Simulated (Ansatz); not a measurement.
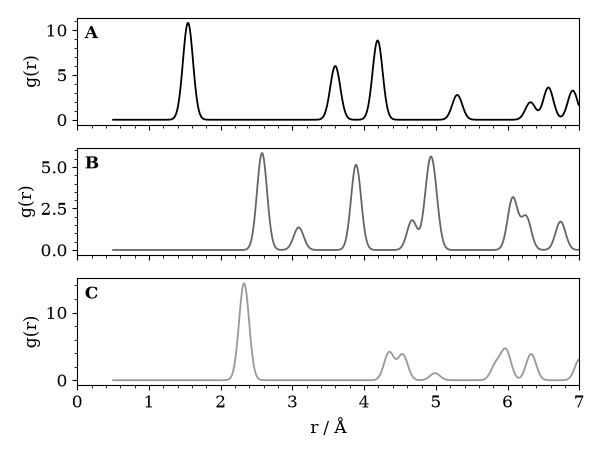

Partial pair correlation functions g(r) computed from the static structure of CaCuH2, each distance broadened by a Gaussian of σ = 0.07 Å. Basis of the simulation: the geometry relaxed with DFT PBE, scalar-relativistic, plane waves, PAW (Ansatz); the starting structure was generated, so it need not be a known form of this composition.

```
Ca Cu H
1.0
     3.89049    0.00000    0.00000
    -1.94524    3.36926    0.00000
     0.00000    0.00000   13.07214
Ca Cu H
3 3 6
Direct
  0.66667 0.33333 0.83333
  0.33333 0.66667 0.16667
  0.00000 0.00000 0.50000
  0.00000 0.00000 0.00000
  0.66667 0.33333 0.33333
  0.33333 0.66667 0.66667
  0.00000 0.00000 0.88181
  0.33333 0.66667 0.78486
  0.66667 0.33333 0.21514
  0.00000 0.00000 0.11819
  0.33333 0.66667 0.54847
  0.66667 0.33333 0.45153
```

Assign each lettered curve to its atom pair.

panel A is Cu–H (first distance 1.55 Å); panel B is H–H (first distance 2.58 Å); panel C is Ca–H (first distance 2.33 Å).

Tabulate the first and second shells, merging distances less than 0.12 Å apart and averaging over sites.

```csv
pair,first shell (Å),neighbours in it,second shell (Å),neighbours in the second
Cu–H,1.55,2 H per Cu,3.60,6
H–H,2.58,3 H per H,3.09,1
Ca–H,2.33,6 H per Ca,4.35,6
```
